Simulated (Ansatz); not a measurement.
System: C2H7ClOSi.

```xyz
12

C    -1.9074    0.0668   -0.3026
C    -0.5804   -0.0172    0.4062
O     0.4663    0.1356   -0.5422
Si    2.0390   -0.1222   -0.2230
Cl    2.7327    1.1934    1.1994
H    -1.9970   -0.7246   -1.0490
H    -2.7250   -0.0381    0.4144
H    -2.0105    1.0292   -0.8071
H    -0.4784   -0.9828    0.9185
H    -0.4967    0.7697    1.1640
H     2.2592   -1.4785    0.3342
H     2.7752    0.1135   -1.4788
```

Geometry: PBE0-D4/def2-TZVP.

Computed with Ansatz 0.2.0, RKS PBE0-D4/def2-TZVPP.

Question: What will maps of the electron density and electron localisation function show?

Answer: C–O (1.42 Å): ρ at the midpoint is about 2 e/Å³, with its minimum of 1.7 e/Å³ about 0.5 Å from C; the ELF peaks at about 0.85 between the atoms (a polar covalent bond).
C–C (1.51 Å): the density is about 1.8 e/Å³ at the midpoint; the ELF peaks at about 0.95 between the atoms: a shared electron pair.
Si–O (1.63 Å): ρ at the midpoint is about 1.2 e/Å³; the ELF peaks at about 0.90 between the atoms (a short, strongly polar bond).
C–H (1.09 Å): ρ is about 2 e/Å³ halfway; the ELF climbs to about 1 towards the hydrogen, as it does in any bond to H; an ordinary covalent bond to hydrogen.

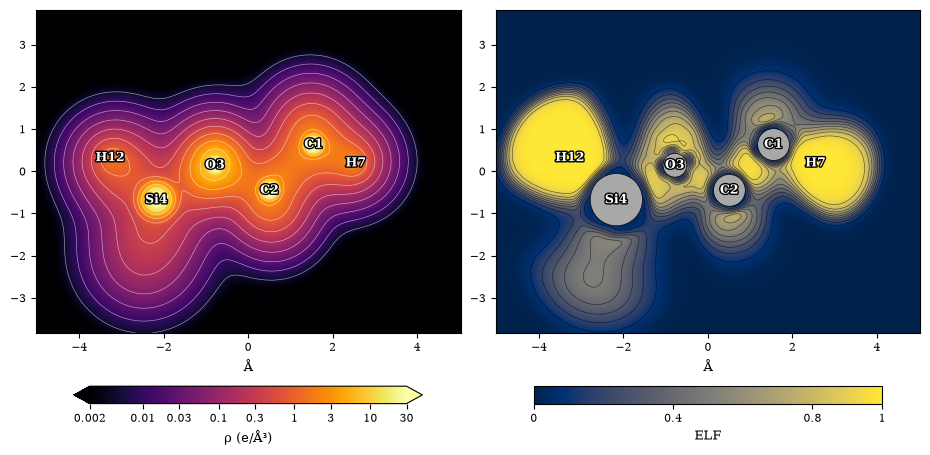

Computed electron density and electron localisation function on the plane of atoms C1, C2 and O3, in this order. Grey discs cover the atomic cores in the ELF map. 
